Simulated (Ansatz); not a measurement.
Base system: BaTiO₃ (space group P4mm, No. 99; a = 3.973 Å, c = 4.112 Å).

Perturbation: 0.130 holes added to each cell, a density of 2.0×10^21 cm⁻³, with a uniform compensating background at fixed cell and a 300 K Fermi–Dirac width.

The values are results of Ansatz (a program for electronic structure), r2SCAN, PAW, cutoff 500 eV, spin-orbit coupling left out, earlier PAW set, not measurements.

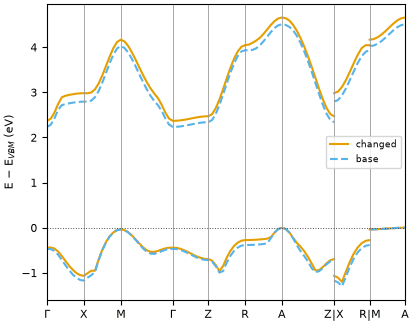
Fig. 1. Highest valence and lowest conduction band along the path, each from its own valence-band maximum

### Question
From the figure, how large is the changed gap, and is it direct?

### Answer
About 2.4 eV, indirect, A → Γ.

Charged cell with a jellium background: band edges are those of the host's band count, energies are not comparable with the neutral cell, and many-body gap narrowing is missing. Whether these cells are dynamically stable was not tested. All final runs are without spin polarisation.
